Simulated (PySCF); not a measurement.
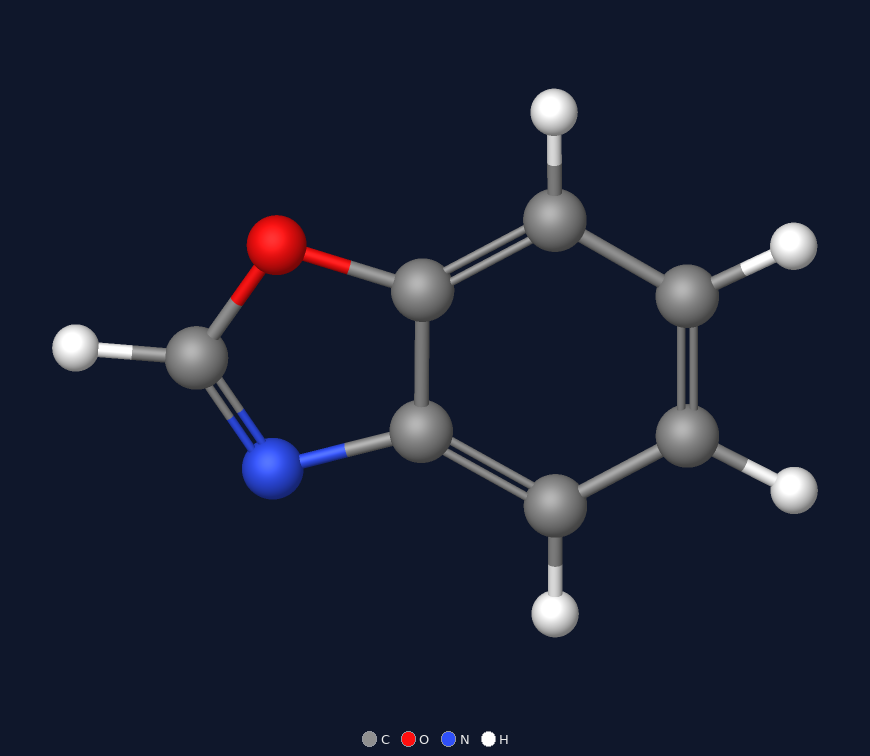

Double and triple bonds are drawn as two and three sticks.

The computed structure is the end point of a GFN2-xTB optimisation. No frequency run is at hand to confirm it as a minimum.

What does the picture show?

It has 14 atoms: 7 carbon, 5 hydrogen, 1 nitrogen and 1 oxygen (C7H5NO). SMILES: `c1ccc2ocnc2c1`. Independent rings (smallest set): 1 of 5 members, 1 of 6 members, 2 of them aromatic. This geometry has Cs symmetry. All atoms lie on one plane. Coordination: 7 C trigonal planar; 1 O bent; 1 N bent.

More results for the same structure follow; atom numbers are the same in all pictures, views and colours differ.

**Geometry**

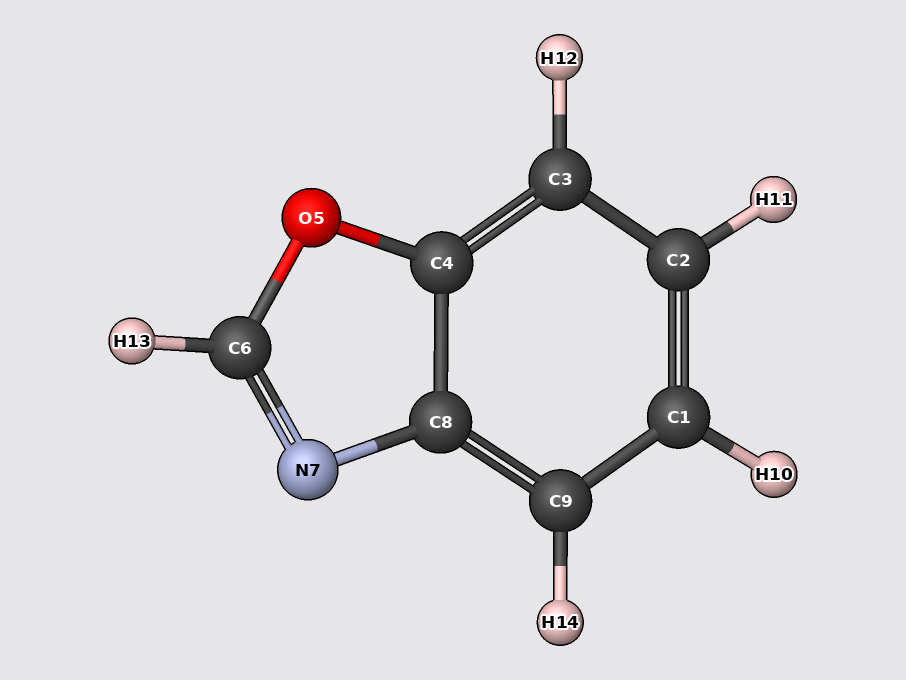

Atoms carry their numbers in the input. No frequency run is at hand to confirm it as a minimum.

List the bonds and their lengths.

```csv
bond,length (Å),order
C1–C2,1.396,aromatic
C1–C9,1.380,aromatic
C1–H10,1.080,single
C2–C3,1.382,aromatic
C2–H11,1.080,single
C3–C4,1.383,aromatic
C3–H12,1.078,single
C4–O5,1.359,aromatic
C4–C8,1.410,aromatic
O5–C6,1.348,aromatic
C6–N7,1.282,aromatic
C6–H13,1.073,single
N7–C8,1.379,aromatic
C8–C9,1.388,aromatic
C9–H14,1.077,single
```

**NMR shielding**

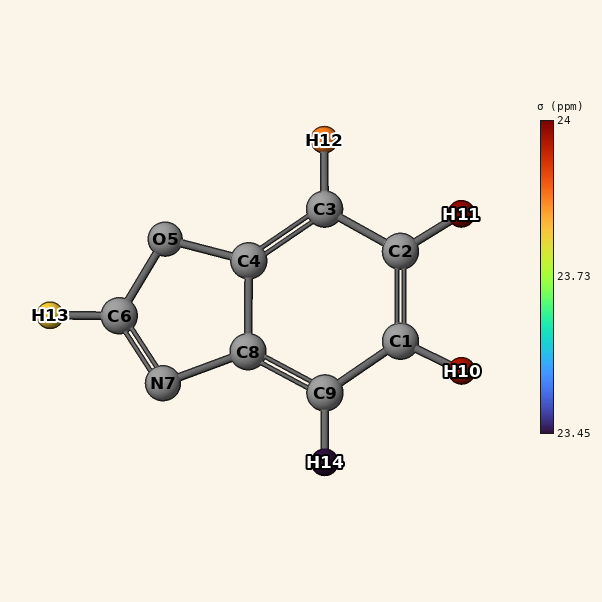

Atoms are coloured by their isotropic NMR shieldings (H only, the others grey). No frequency run is at hand to confirm it as a minimum. Properties computed with GIAO PBE0/pcSseg-1 NMR shielding, non-relativistic, gas phase (PySCF 2.14.0).

Give the isotropic NMR shieldings of the H atoms atom by atom.

```csv
atom,σ (ppm)
H10,23.96
H11,23.98
H12,23.86
H13,23.80
H14,23.45
```

**Electronic properties**

No frequency run is at hand to confirm it as a minimum. Properties computed with PBE0/pcSseg-1, gas phase (PySCF 2.14.0).

> Give the dipole moment at this level.

1.35 D.

> Give the HOMO energy (Kohn–Sham orbital) at this level.

−7.12 eV.

> What is the LUMO energy (Kohn–Sham orbital)?

−0.96 eV.

**Quadrupole coupling**

No frequency run is at hand to confirm it as a minimum. Electric field gradients from the ground-state density, PBE0/pcSseg-1 (PySCF 2.14.0), non-relativistic apart from any core potentials.

Give the largest field-gradient component, the quadrupole coupling constant and the asymmetry for 17O at O5 (Q = −25.6 mb), 14N at N7 (Q = 20.44 mb).

| atom | V_zz (a.u.) | e²qQ/h (MHz) | η |
| --- | --- | --- | --- |
| O5 | 1.472 | −8.86 | 0.20 |
| N7 | −0.935 | −4.49 | 0.13 |
